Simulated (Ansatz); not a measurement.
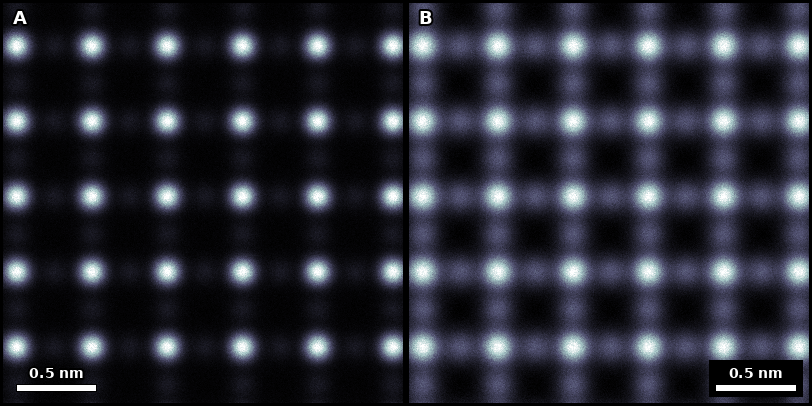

Two simulated images of the same area of TaSi$_{7}$ (Fm-3m, No. 225) along [001], with a probe of 1.30 Å. One is incoherent Z contrast (Z^1.8 per atom), the other the projected potential of neutral atoms blurred by the probe (iDPC-like, thin sample). Brightness is counted from the darkest point of the image. Shot noise was added. Structure: the geometry given to an electronic-structure calculation, possibly off equilibrium; the starting structure was generated, so it need not be a known form of this composition.

Question: Which panel is which, and how can one tell?

Answer: A is the Z-contrast image and B the potential image. The columns of 2 Si per repeat reach about 9 % of the brightest peak (1 Ta + 3 Si) in A but about 37 % in B, mainly since the potential grows much more slowly with atomic number.
